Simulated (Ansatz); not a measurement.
# Run report: AlHBrCl2F, molecular dynamics (part 1 of 3)

The run: molecular dynamics of AlHBrCl2F. Method and program: RKS BHLYP-D4/def2-SVP (Ansatz 0.2.0).

It belongs to a series of runs on one base structure; here: dynamics from the highest image of the converged band. Figures and captions count atoms from 1; the log counts them from 0 in places.

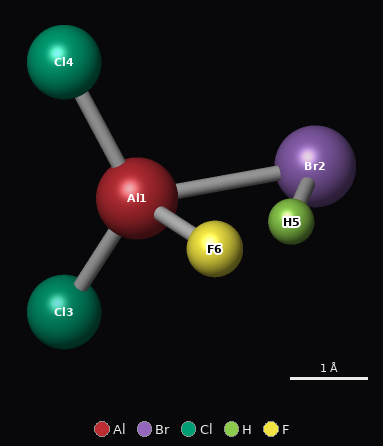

Figure 1. The structure as given in the input (ball-and-stick view, seen at a tilt; atoms are numbered from 1 in the order of the input). Sticks mark near contacts. Bond lengths as drawn: Al–Br 2.49 Å, Al–Cl 2.08 Å, Al–F 1.77 Å and Br–H 1.62 Å.

Summary:

```csv
quantity,value
outcome,finished
mean temperature over the second half,379 K
trajectory,"200 steps, 100 fs"
ensemble,nve
temperature in the input,300.0 K
time step,0.5 fs
potential energy (last step),−104406.3667 eV
mean-field energy (last step),−104406.0753 eV
largest force (length of the vector) (last step),1.732 eV/Å
hardware,"2 threads of AMD EPYC (Zen 3), 16 GiB of memory available, shared host"
wall time,7.3 min (CPU time 14 min)
peak memory,0.27 GiB
```

Remarks:

So short a trajectory is not equilibrated.

Input:
```yaml
crystal:
  periodic: [false, false, false]
  atoms:
    - { symbol: Al, position_ang: [-0.342889, -0.446918, -0.135608] }
    - { symbol: Br, position_ang: [1.214003, 1.358668, -0.864106] }
    - { symbol: Cl, position_ang: [0.520161, -2.323213, -0.350049] }
    - { symbol: Cl, position_ang: [-2.292966, -0.049828, -0.727938] }
    - { symbol: H, position_ang: [0.810523, 1.117548, 0.688562] }
    - { symbol: F, position_ang: [0.091167, 0.343744, 1.38914] }
basis:
  gaussian: { orbitals: def2-SVP }
hamiltonian:
  xc: { name: BHLYP }
  dispersion: d4
md:
  timestep: 0.5
  n_steps: 200
  ensemble: nve
  temperature: 300.0
  initial_velocities: maxwell_boltzmann
  seed: 7914
```

Launch command:
```bash
ansatz run input.yaml --threads 2 --pin off --max-ram 3072MiB --backend cpu --events-out ev --progress --plain --runs-dir out
```

Log:
```
Engine: ansatz 0.2.0, x86_64-unknown-linux-gnu
Functional definition: BHLYP
  parameter a = 0.5
  exchange = (1 - a)*b88_x + a*exact_x
  correlation = lyp_c
1034 factors; integrals over basis functions are off by at most 4.1e-4 eV
mean field evaluation 1: about -104404.3044 eV, gradient 2.9e1 eV
mean field evaluation 2: about -104404.3095 eV, gradient 3.2e1 eV
mean field evaluation 4: about -104405.9435 eV, gradient 9.2e-1 eV
mean field evaluation 8: about -104405.9665 eV, gradient 9.9e-3 eV
mean field -104405.96653331 eV, -3836.8485011933 hartree, gradient 3.5e-5 eV, S^2 0.000000; 0 other end points of the search recorded, 0 dependent functions left out
the calculation of the forces begins
reference -104405.96670011 eV, -3836.8485073232 hartree; 46, 46 occupied and 59, 59 virtual orbitals, 1034 factors
md step     0: t =     0.00 fs  T =   300.0 K  F+E_penalty+E_count = -104406.26971326 eV  E_kin = 0.155112 eV  conserved = -104406.11460127 eV  (25 SCF iters)
these checks for a lower state are left out or cut short: starts, cluster_reference, orbital_swaps, neighbouring_geometries, increment
1034 factors; integrals over basis functions are off by at most 4.0e-4 eV
mean field evaluation 16: about -104405.9432 eV, gradient 9.4e-1 eV
mean field -104405.96658981 eV, -3836.8485032696 hartree, gradient 2.4e-5 eV, S^2 0.000000; 0 other end points of the search recorded, 0 dependent functions left out
the calculation of the forces begins
reference -104405.96675655 eV, -3836.8485093971 hartree; 46, 46 occupied and 59, 59 virtual orbitals, 1034 factors
md step     1: t =     0.50 fs  T =   300.2 K  F+E_penalty+E_count = -104406.26983787 eV  E_kin = 0.155233 eV  conserved = -104406.11460495 eV  (31 SCF iters)
[... from here on the SCF iterations and repeated set-up lines of each step are left out, up to the last step ...]
md step     2: t =     1.00 fs  T =   300.4 K  F+E_penalty+E_count = -104406.26991704 eV  E_kin = 0.155310 eV  conserved = -104406.11460753 eV  (31 SCF iters)
md step     3: t =     1.50 fs  T =   300.4 K  F+E_penalty+E_count = -104406.26993801 eV  E_kin = 0.155329 eV  conserved = -104406.11460856 eV  (31 SCF iters)
md step     4: t =     2.00 fs  T =   300.4 K  F+E_penalty+E_count = -104406.26991781 eV  E_kin = 0.155309 eV  conserved = -104406.11460856 eV  (31 SCF iters)
md step     5: t =     2.50 fs  T =   300.3 K  F+E_penalty+E_count = -104406.26989936 eV  E_kin = 0.155291 eV  conserved = -104406.11460797 eV  (31 SCF iters)
md step     6: t =     3.00 fs  T =   300.4 K  F+E_penalty+E_count = -104406.26994476 eV  E_kin = 0.155337 eV  conserved = -104406.11460783 eV  (31 SCF iters)
md step     7: t =     3.50 fs  T =   300.8 K  F+E_penalty+E_count = -104406.27012232 eV  E_kin = 0.155514 eV  conserved = -104406.11460858 eV  (31 SCF iters)
md step     8: t =     4.00 fs  T =   301.5 K  F+E_penalty+E_count = -104406.27049438 eV  E_kin = 0.155881 eV  conserved = -104406.11461293 eV  (31 SCF iters)
md step     9: t =     4.50 fs  T =   302.6 K  F+E_penalty+E_count = -104406.27109647 eV  E_kin = 0.156475 eV  conserved = -104406.11462145 eV  (31 SCF iters)
md step    10: t =     5.00 fs  T =   304.2 K  F+E_penalty+E_count = -104406.27192581 eV  E_kin = 0.157292 eV  conserved = -104406.11463409 eV  (31 SCF iters)
md step    11: t =     5.50 fs  T =   306.1 K  F+E_penalty+E_count = -104406.27294036 eV  E_kin = 0.158291 eV  conserved = -104406.11464958 eV  (31 SCF iters)
md step    12: t =     6.00 fs  T =   308.3 K  F+E_penalty+E_count = -104406.27408042 eV  E_kin = 0.159416 eV  conserved = -104406.11466416 eV  (31 SCF iters)
md step    13: t =     6.50 fs  T =   310.7 K  F+E_penalty+E_count = -104406.27532558 eV  E_kin = 0.160655 eV  conserved = -104406.11467096 eV  (31 SCF iters)
md step    14: t =     7.00 fs  T =   313.6 K  F+E_penalty+E_count = -104406.27678904 eV  E_kin = 0.162128 eV  conserved = -104406.11466096 eV  (31 SCF iters)
md step    15: t =     7.50 fs  T =   317.6 K  F+E_penalty+E_count = -104406.27883010 eV  E_kin = 0.164201 eV  conserved = -104406.11462903 eV  (31 SCF iters)
md step    16: t =     8.00 fs  T =   324.0 K  F+E_penalty+E_count = -104406.28211949 eV  E_kin = 0.167543 eV  conserved = -104406.11457670 eV  (26 SCF iters)
md step    17: t =     8.50 fs  T =   334.7 K  F+E_penalty+E_count = -104406.28758247 eV  E_kin = 0.173063 eV  conserved = -104406.11451955 eV  (31 SCF iters)
md step    18: t =     9.00 fs  T =   351.3 K  F+E_penalty+E_count = -104406.29614435 eV  E_kin = 0.181658 eV  conserved = -104406.11448591 eV  (31 SCF iters)
md step    19: t =     9.50 fs  T =   374.8 K  F+E_penalty+E_count = -104406.30831078 eV  E_kin = 0.193806 eV  conserved = -104406.11450446 eV  (31 SCF iters)
md step    20: t =    10.00 fs  T =   404.6 K  F+E_penalty+E_count = -104406.32375687 eV  E_kin = 0.209169 eV  conserved = -104406.11458749 eV  (31 SCF iters)
md step    21: t =    10.50 fs  T =   438.0 K  F+E_penalty+E_count = -104406.34117066 eV  E_kin = 0.226451 eV  conserved = -104406.11471963 eV  (31 SCF iters, 3 dispersion substeps)
md step    22: t =    11.00 fs  T =   471.2 K  F+E_penalty+E_count = -104406.35850594 eV  E_kin = 0.243644 eV  conserved = -104406.11486213 eV  (31 SCF iters, 3 dispersion substeps)
md step    23: t =    11.50 fs  T =   500.2 K  F+E_penalty+E_count = -104406.37357292 eV  E_kin = 0.258602 eV  conserved = -104406.11497114 eV  (31 SCF iters, 3 dispersion substeps)
md step    24: t =    12.00 fs  T =   521.6 K  F+E_penalty+E_count = -104406.38470354 eV  E_kin = 0.269687 eV  conserved = -104406.11501637 eV  (31 SCF iters, 3 dispersion substeps)
md step    25: t =    12.50 fs  T =   534.2 K  F+E_penalty+E_count = -104406.39121687 eV  E_kin = 0.276227 eV  conserved = -104406.11498966 eV  (31 SCF iters, 3 dispersion substeps)
md step    26: t =    13.00 fs  T =   538.9 K  F+E_penalty+E_count = -104406.39355223 eV  E_kin = 0.278650 eV  conserved = -104406.11490226 eV  (31 SCF iters, 3 dispersion substeps)
md step    27: t =    13.50 fs  T =   538.3 K  F+E_penalty+E_count = -104406.39310325 eV  E_kin = 0.278327 eV  conserved = -104406.11477648 eV  (31 SCF iters, 3 dispersion substeps)
md step    28: t =    14.00 fs  T =   536.2 K  F+E_penalty+E_count = -104406.39187248 eV  E_kin = 0.277234 eV  conserved = -104406.11463824 eV  (31 SCF iters, 3 dispersion substeps)
md step    29: t =    14.50 fs  T =   536.8 K  F+E_penalty+E_count = -104406.39206071 eV  E_kin = 0.277548 eV  conserved = -104406.11451297 eV  (25 SCF iters, 3 dispersion substeps)
md step    30: t =    15.00 fs  T =   543.9 K  F+E_penalty+E_count = -104406.39565739 eV  E_kin = 0.281233 eV  conserved = -104406.11442479 eV  (25 SCF iters, 3 dispersion substeps)
md step    31: t =    15.50 fs  T =   560.2 K  F+E_penalty+E_count = -104406.40405167 eV  E_kin = 0.289654 eV  conserved = -104406.11439719 eV  (25 SCF iters, 3 dispersion substeps)
md step    32: t =    16.00 fs  T =   586.4 K  F+E_penalty+E_count = -104406.41766590 eV  E_kin = 0.303214 eV  conserved = -104406.11445200 eV  (31 SCF iters, 3 dispersion substeps)
md step    33: t =    16.50 fs  T =   620.9 K  F+E_penalty+E_count = -104406.43563626 eV  E_kin = 0.321033 eV  conserved = -104406.11460353 eV  (31 SCF iters, 3 dispersion substeps)
md step    34: t =    17.00 fs  T =   659.1 K  F+E_penalty+E_count = -104406.45563553 eV  E_kin = 0.340789 eV  conserved = -104406.11484653 eV  (25 SCF iters, 3 dispersion substeps)
md step    35: t =    17.50 fs  T =   694.2 K  F+E_penalty+E_count = -104406.47403768 eV  E_kin = 0.358903 eV  conserved = -104406.11513425 eV  (29 SCF iters, 3 dispersion substeps)
md step    36: t =    18.00 fs  T =   718.2 K  F+E_penalty+E_count = -104406.48672326 eV  E_kin = 0.371361 eV  conserved = -104406.11536250 eV  (30 SCF iters, 3 dispersion substeps)
md step    37: t =    18.50 fs  T =   725.9 K  F+E_penalty+E_count = -104406.49072080 eV  E_kin = 0.375335 eV  conserved = -104406.11538541 eV  (30 SCF iters, 3 dispersion substeps)
md step    38: t =    19.00 fs  T =   718.0 K  F+E_penalty+E_count = -104406.48634696 eV  E_kin = 0.371245 eV  conserved = -104406.11510205 eV  (30 SCF iters, 3 dispersion substeps)
md step    39: t =    19.50 fs  T =   703.8 K  F+E_penalty+E_count = -104406.47850492 eV  E_kin = 0.363913 eV  conserved = -104406.11459208 eV  (31 SCF iters, 3 dispersion substeps)
md step    40: t =    20.00 fs  T =   698.4 K  F+E_penalty+E_count = -104406.47523954 eV  E_kin = 0.361081 eV  conserved = -104406.11415853 eV  (31 SCF iters, 3 dispersion substeps)
md step    41: t =    20.50 fs  T =   713.7 K  F+E_penalty+E_count = -104406.48314996 eV  E_kin = 0.369020 eV  conserved = -104406.11412948 eV  (24 SCF iters, 3 dispersion substeps)
md step    42: t =    21.00 fs  T =   750.6 K  F+E_penalty+E_count = -104406.50264085 eV  E_kin = 0.388092 eV  conserved = -104406.11454840 eV  (24 SCF iters, 3 dispersion substeps)
md step    43: t =    21.50 fs  T =   797.2 K  F+E_penalty+E_count = -104406.52733058 eV  E_kin = 0.412208 eV  conserved = -104406.11512291 eV  (31 SCF iters, 3 dispersion substeps)
md step    44: t =    22.00 fs  T =   837.1 K  F+E_penalty+E_count = -104406.54831401 eV  E_kin = 0.432813 eV  conserved = -104406.11550126 eV  (30 SCF iters, 3 dispersion substeps)
md step    45: t =    22.50 fs  T =   858.6 K  F+E_penalty+E_count = -104406.55943889 eV  E_kin = 0.443906 eV  conserved = -104406.11553309 eV  (30 SCF iters, 3 dispersion substeps)
md step    46: t =    23.00 fs  T =   859.7 K  F+E_penalty+E_count = -104406.55977427 eV  E_kin = 0.444487 eV  conserved = -104406.11528693 eV  (31 SCF iters, 3 dispersion substeps)
md step    47: t =    23.50 fs  T =   846.9 K  F+E_penalty+E_count = -104406.55279162 eV  E_kin = 0.437870 eV  conserved = -104406.11492183 eV  (31 SCF iters, 3 dispersion substeps)
md step    48: t =    24.00 fs  T =   830.6 K  F+E_penalty+E_count = -104406.54401309 eV  E_kin = 0.429434 eV  conserved = -104406.11457920 eV  (31 SCF iters, 3 dispersion substeps)
md step    49: t =    24.50 fs  T =   820.9 K  F+E_penalty+E_count = -104406.53876621 eV  E_kin = 0.424417 eV  conserved = -104406.11434966 eV  (24 SCF iters, 3 dispersion substeps)
md step    50: t =    25.00 fs  T =   824.7 K  F+E_penalty+E_count = -104406.54066957 eV  E_kin = 0.426389 eV  conserved = -104406.11428035 eV  (24 SCF iters, 3 dispersion substeps)
md step    51: t =    25.50 fs  T =   844.1 K  F+E_penalty+E_count = -104406.55080903 eV  E_kin = 0.436418 eV  conserved = -104406.11439104 eV  (24 SCF iters, 3 dispersion substeps)
md step    52: t =    26.00 fs  T =   875.6 K  F+E_penalty+E_count = -104406.56741401 eV  E_kin = 0.452738 eV  conserved = -104406.11467575 eV  (26 SCF iters, 3 dispersion substeps)
md step    53: t =    26.50 fs  T =   910.8 K  F+E_penalty+E_count = -104406.58602314 eV  E_kin = 0.470939 eV  conserved = -104406.11508394 eV  (31 SCF iters, 3 dispersion substeps)
md step    54: t =    27.00 fs  T =   937.9 K  F+E_penalty+E_count = -104406.60040131 eV  E_kin = 0.484908 eV  conserved = -104406.11549329 eV  (31 SCF iters, 3 dispersion substeps)
md step    55: t =    27.50 fs  T =   945.5 K  F+E_penalty+E_count = -104406.60457528 eV  E_kin = 0.488873 eV  conserved = -104406.11570243 eV  (30 SCF iters, 3 dispersion substeps)
md step    56: t =    28.00 fs  T =   929.2 K  F+E_penalty+E_count = -104406.59594155 eV  E_kin = 0.480430 eV  conserved = -104406.11551125 eV  (30 SCF iters, 3 dispersion substeps)
md step    57: t =    28.50 fs  T =   895.8 K  F+E_penalty+E_count = -104406.57809626 eV  E_kin = 0.463185 eV  conserved = -104406.11491132 eV  (31 SCF iters, 3 dispersion substeps)
md step    58: t =    29.00 fs  T =   863.3 K  F+E_penalty+E_count = -104406.56058366 eV  E_kin = 0.446343 eV  conserved = -104406.11424084 eV  (31 SCF iters, 3 dispersion substeps)
md step    59: t =    29.50 fs  T =   850.3 K  F+E_penalty+E_count = -104406.55363240 eV  E_kin = 0.439624 eV  conserved = -104406.11400874 eV  (24 SCF iters, 3 dispersion substeps)
md step    60: t =    30.00 fs  T =   863.2 K  F+E_penalty+E_count = -104406.56071316 eV  E_kin = 0.446297 eV  conserved = -104406.11441620 eV  (24 SCF iters, 3 dispersion substeps)
md step    61: t =    30.50 fs  T =   890.7 K  F+E_penalty+E_count = -104406.57567901 eV  E_kin = 0.460545 eV  conserved = -104406.11513367 eV  (31 SCF iters, 3 dispersion substeps)
md step    62: t =    31.00 fs  T =   912.6 K  F+E_penalty+E_count = -104406.58751074 eV  E_kin = 0.471861 eV  conserved = -104406.11564982 eV  (30 SCF iters, 3 dispersion substeps)
md step    63: t =    31.50 fs  T =   913.2 K  F+E_penalty+E_count = -104406.58788844 eV  E_kin = 0.472175 eV  conserved = -104406.11571312 eV  (30 SCF iters, 3 dispersion substeps)
md step    64: t =    32.00 fs  T =   889.4 K  F+E_penalty+E_count = -104406.57524794 eV  E_kin = 0.459845 eV  conserved = -104406.11540253 eV  (30 SCF iters, 3 dispersion substeps)
md step    65: t =    32.50 fs  T =   849.0 K  F+E_penalty+E_count = -104406.55392666 eV  E_kin = 0.438988 eV  conserved = -104406.11493876 eV  (31 SCF iters, 3 dispersion substeps)
md step    66: t =    33.00 fs  T =   805.4 K  F+E_penalty+E_count = -104406.53092034 eV  E_kin = 0.416403 eV  conserved = -104406.11451725 eV  (31 SCF iters, 3 dispersion substeps)
md step    67: t =    33.50 fs  T =   770.8 K  F+E_penalty+E_count = -104406.51278455 eV  E_kin = 0.398528 eV  conserved = -104406.11425631 eV  (24 SCF iters, 3 dispersion substeps)
md step    68: t =    34.00 fs  T =   753.2 K  F+E_penalty+E_count = -104406.50363608 eV  E_kin = 0.389424 eV  conserved = -104406.11421225 eV  (24 SCF iters, 3 dispersion substeps)
md step    69: t =    34.50 fs  T =   753.8 K  F+E_penalty+E_count = -104406.50416330 eV  E_kin = 0.389763 eV  conserved = -104406.11440055 eV  (25 SCF iters, 3 dispersion substeps)
md step    70: t =    35.00 fs  T =   767.0 K  F+E_penalty+E_count = -104406.51138013 eV  E_kin = 0.396585 eV  conserved = -104406.11479506 eV  (31 SCF iters, 3 dispersion substeps)
md step    71: t =    35.50 fs  T =   781.1 K  F+E_penalty+E_count = -104406.51915226 eV  E_kin = 0.403853 eV  conserved = -104406.11529944 eV  (27 SCF iters, 3 dispersion substeps)
md step    72: t =    36.00 fs  T =   781.7 K  F+E_penalty+E_count = -104406.51988997 eV  E_kin = 0.404176 eV  conserved = -104406.11571379 eV  (30 SCF iters, 3 dispersion substeps)
md step    73: t =    36.50 fs  T =   758.2 K  F+E_penalty+E_count = -104406.50777681 eV  E_kin = 0.392013 eV  conserved = -104406.11576333 eV  (30 SCF iters, 3 dispersion substeps)
md step    74: t =    37.00 fs  T =   711.0 K  F+E_penalty+E_count = -104406.48287574 eV  E_kin = 0.367602 eV  conserved = -104406.11527387 eV  (30 SCF iters, 3 dispersion substeps)
md step    75: t =    37.50 fs  T =   655.5 K  F+E_penalty+E_count = -104406.45335304 eV  E_kin = 0.338908 eV  conserved = -104406.11444515 eV  (31 SCF iters, 3 dispersion substeps)
md step    76: t =    38.00 fs  T =   615.4 K  F+E_penalty+E_count = -104406.43204964 eV  E_kin = 0.318174 eV  conserved = -104406.11387528 eV  (24 SCF iters, 3 dispersion substeps)
md step    77: t =    38.50 fs  T =   606.3 K  F+E_penalty+E_count = -104406.42754958 eV  E_kin = 0.313490 eV  conserved = -104406.11405975 eV  (24 SCF iters, 3 dispersion substeps)
md step    78: t =    39.00 fs  T =   623.2 K  F+E_penalty+E_count = -104406.43707534 eV  E_kin = 0.322232 eV  conserved = -104406.11484325 eV  (31 SCF iters, 3 dispersion substeps)
md step    79: t =    39.50 fs  T =   644.3 K  F+E_penalty+E_count = -104406.44872919 eV  E_kin = 0.333137 eV  conserved = -104406.11559245 eV  (30 SCF iters, 3 dispersion substeps)
md step    80: t =    40.00 fs  T =   647.7 K  F+E_penalty+E_count = -104406.45072059 eV  E_kin = 0.334883 eV  conserved = -104406.11583743 eV  (30 SCF iters, 3 dispersion substeps)
md step    81: t =    40.50 fs  T =   624.8 K  F+E_penalty+E_count = -104406.43861040 eV  E_kin = 0.323047 eV  conserved = -104406.11556319 eV  (30 SCF iters, 3 dispersion substeps)
md step    82: t =    41.00 fs  T =   582.1 K  F+E_penalty+E_count = -104406.41600713 eV  E_kin = 0.300981 eV  conserved = -104406.11502631 eV  (30 SCF iters, 3 dispersion substeps)
md step    83: t =    41.50 fs  T =   534.6 K  F+E_penalty+E_count = -104406.39091424 eV  E_kin = 0.276416 eV  conserved = -104406.11449871 eV  (31 SCF iters, 3 dispersion substeps)
md step    84: t =    42.00 fs  T =   497.7 K  F+E_penalty+E_count = -104406.37149080 eV  E_kin = 0.257333 eV  conserved = -104406.11415803 eV  (23 SCF iters, 3 dispersion substeps)
md step    85: t =    42.50 fs  T =   481.6 K  F+E_penalty+E_count = -104406.36310001 eV  E_kin = 0.249010 eV  conserved = -104406.11409004 eV  (24 SCF iters, 3 dispersion substeps)
md step    86: t =    43.00 fs  T =   488.3 K  F+E_penalty+E_count = -104406.36680834 eV  E_kin = 0.252492 eV  conserved = -104406.11431682 eV  (24 SCF iters, 3 dispersion substeps)
```
